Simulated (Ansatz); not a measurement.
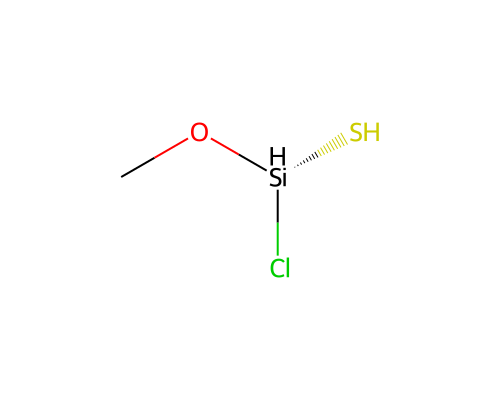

Structural formula above. Computed geometry: PBE0-D4/def2-TZVP optimisation. No frequency run is at hand to confirm it as a minimum.

Describe the 3D structure.

The molecule is CH₅ClOSSi. As SMILES it reads `CO[Si@H](S)Cl`. It has no ring. Among its groups: Si–H bond, Si–O bond. The point group is C1. Coordination: 1 C tetrahedral; 1 O bent; 1 Si tetrahedral; 1 S bent.

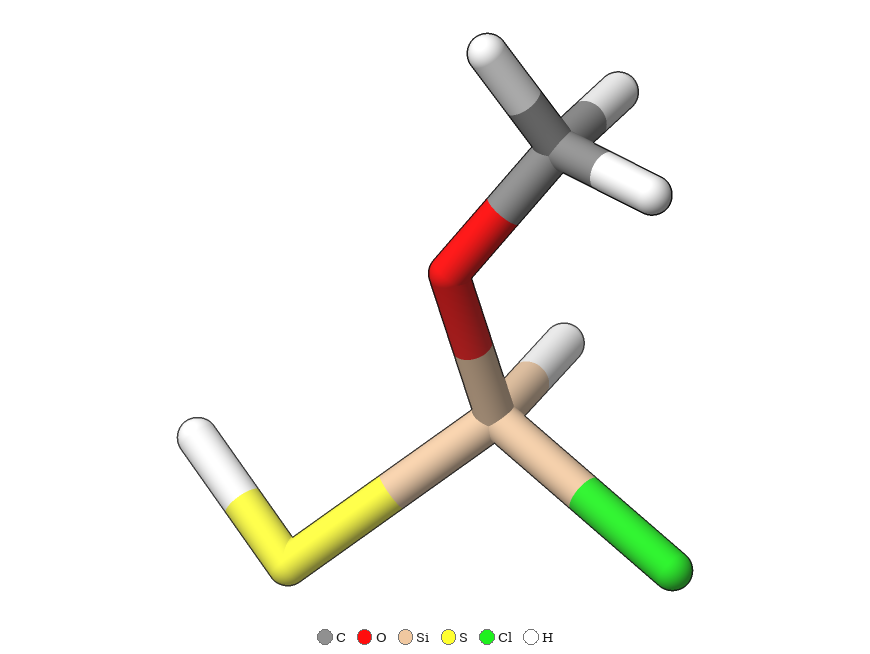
